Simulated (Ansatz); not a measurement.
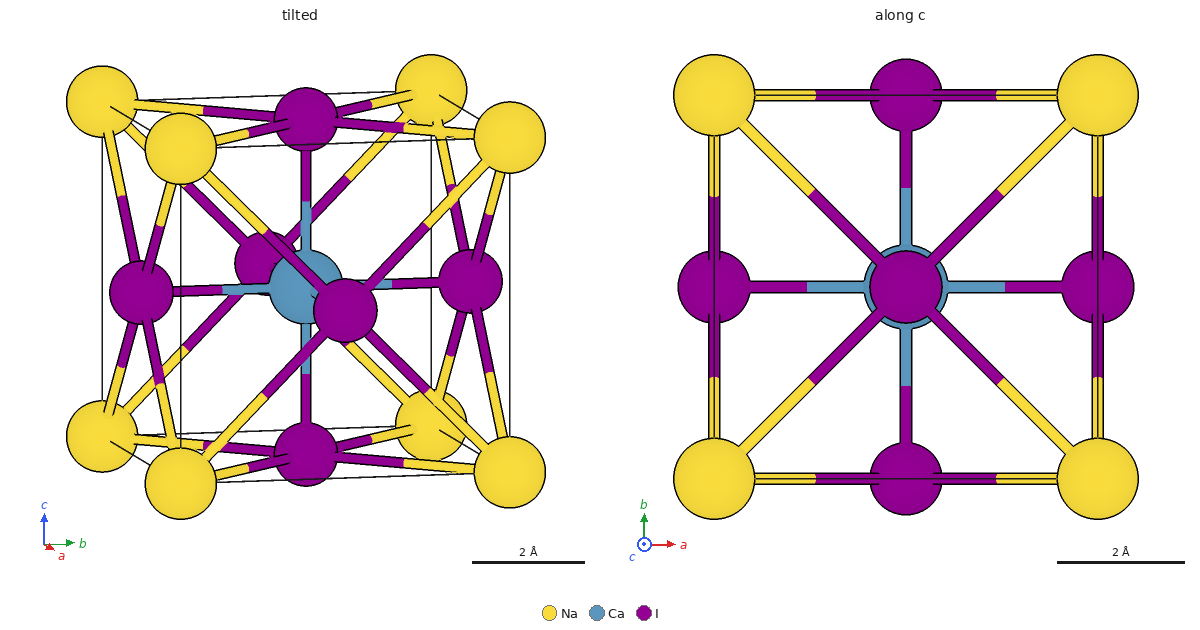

Drawn in the ball-and-stick manner and seen slightly off an axis and along the c axis. The wireframe shows the conventional unit cell.

NaCaI3, cubic perovskite with the larger cation on the octahedral site (an inverted filling), space group Pm-3m (No. 221), a = 6.065 Å, b = 6.065 Å, c = 6.065 Å, α = 90.00°, β = 90.00°, γ = 90.00°. The model was built from a structure type filled with these elements by a generator (whether the compound takes this form wasn't checked). The cell was then strained or its atoms displaced on purpose. It was run through Ansatz as a DFT input.

This one geometry was computed with Ansatz (DFT, plane waves, PAW) at three levels of theory: PBE, r2SCAN and HSE06. It was relaxed with r2SCAN and then strained.

Q: How does the band gap change with the level of theory?

A: PBE: a gap of 2.39 eV, indirect; r2SCAN: a gap of 3.06 eV, indirect; HSE06: a gap of 3.33 eV, indirect.

Q: Collect the results in a table.

A:
| level | cutoff (eV) | k-mesh of the run's cell | gap (eV) | pressure (GPa) |
| --- | --- | --- | --- | --- |
| PBE | 420 | 4×4×4 | 2.39 | 0.7 |
| r2SCAN | 500 | 4×4×4 | 3.06 | 0.5 |
| HSE06 | 420 | 2×2×2 | 3.33 | 0.7 |

Gaps are taken on the k-mesh or band path of each run.
